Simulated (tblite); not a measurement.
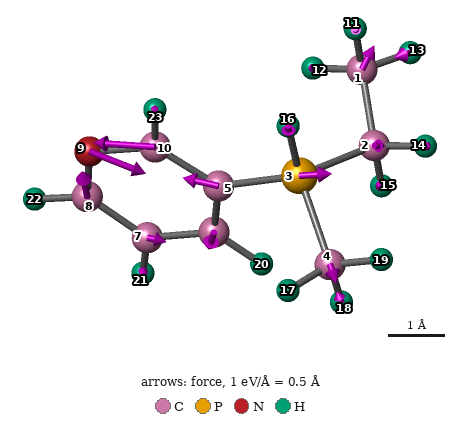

Starting geometry of C8H13NP (charge +1) with the computed forces as purple arrows. The picture is a ball-and-stick view, seen at a tilt.

Method: GFN2-xTB geometry optimisation, gas phase in tblite 0.8.0. 

**Is this structure relaxed? If not, where do the atoms go?**

It isn't relaxed: the largest force vector, on a C atom, is 2.40 eV/Å. The final displacements have little in common with the starting forces (cosine between the two patterns 0.22). After 42 geometry steps the energy has fallen by 6.02 kcal/mol. The atom that moves furthest after the best rigid fit is an H atom (0.20 Å). By element the largest moves are H 0.20 Å, P 0.15 Å, C 0.11 Å, N 0.06 Å. Among the contacts that change: C–P 1.745 → 1.795 Å, C–N 1.361 → 1.312 Å, H–P 1.410 → 1.380 Å, C–H 1.111 → 1.087 Å. Bond angles that change, for instance: C–P–C 103.2° → 111.2°, C–P–H 110.5° → 105.7°, C–P–H 112.2° → 108.3°. Cost: 0.33 s on 1 thread of Arm Neoverse V2, on a shared host.
